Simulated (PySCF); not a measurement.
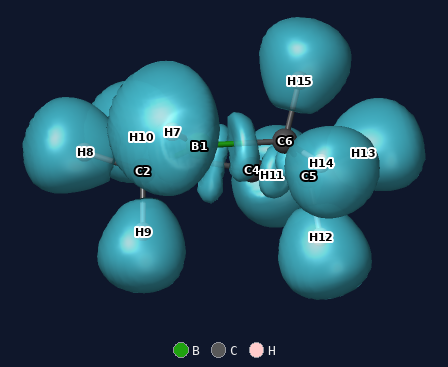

C$_{5}$H$_{9}$B (SMILES B1C[CH+][CH]CC1) (charge +1, doublet). Isosurface of the electron localisation function at 0.85 (cyan), seen from one side. Core shells and regions of very low density are left out.

Geometry: GFN2-xTB.

Method: PySCF, UKS B3LYP, pcH-1 on B C H, non-relativistic, mean-field spin-orbit, GIAO.

```xyz
15

B     0.5278    0.9460    0.9811
C     1.5704   -0.0249    0.2607
C     0.8875   -1.1946   -0.2803
C    -0.3417   -1.1207   -0.8568
C    -1.2563    0.0154   -0.6710
C    -0.9672    0.8522    0.5753
H     0.9558    1.6796    1.7787
H     2.4829   -0.2828    0.7924
H     1.8534    0.6826   -0.5353
H     1.3860   -2.1533   -0.2035
H    -0.6832   -1.9246   -1.4973
H    -1.1748    0.6202   -1.5906
H    -2.2995   -0.3198   -0.6818
H    -1.4552    1.8262    0.4746
H    -1.4904    0.4064    1.4318
```

Q: Where are the electrons localised?

A: At this value the surface marks out two regions between bonded B–C atoms (shared pairs), four regions between bonded C–C atoms (shared pairs) and nine regions around hydrogen nuclei. Along the contacts the grid gives the following. C–C (1.36 Å): the ELF peaks at about 0.95 between the atoms; a covalent bond. C–B (1.55 Å): the ELF peaks at about 1 between the atoms, as expected for a covalent bond.
